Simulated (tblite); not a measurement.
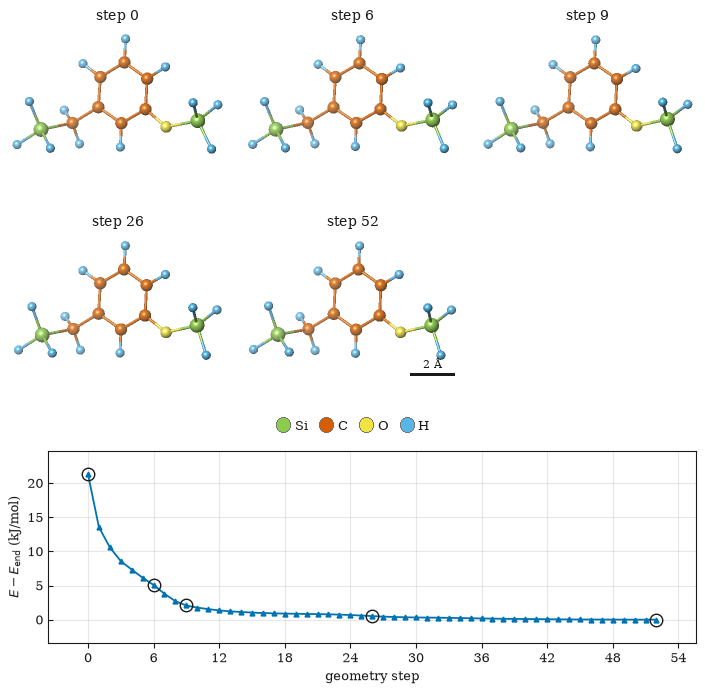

Frames of a relaxation of C7H12OSi2, marked on the history of the run. The picture is a ball-and-stick view, seen at a tilt.

These are results of tblite 0.8.0, GFN2-xTB geometry optimisation, gas phase, not measurements. 

What happens along the run?

The atom that moves furthest after the best rigid fit is an H atom (0.29 Å). By element the largest moves are H 0.29 Å, Si 0.12 Å, C 0.08 Å, O 0.05 Å. Among the contacts that change: H–Si 1.494 → 1.454 Å, C–Si 1.874 → 1.911 Å, O–Si 1.658 → 1.623 Å, C–C 1.415 → 1.388 Å. Bond angles that change, for instance: O–Si–H 109.9° → 99.0°, Si–C–C 116.0° → 110.4°, H–Si–H 108.6° → 113.1°. After 52 geometry steps the energy has fallen by 21.3 kJ/mol. From step 0 to 6: an H atom moves most (0.12 Å), energy −16.2 kJ/mol. From step 6 to 9: an H atom moves most (0.11 Å), energy −3.01 kJ/mol. From step 9 to 26: an H atom moves most (0.09 Å), energy −1.56 kJ/mol. From step 26 to 52: an H atom moves most (0.10 Å), energy −0.52 kJ/mol.
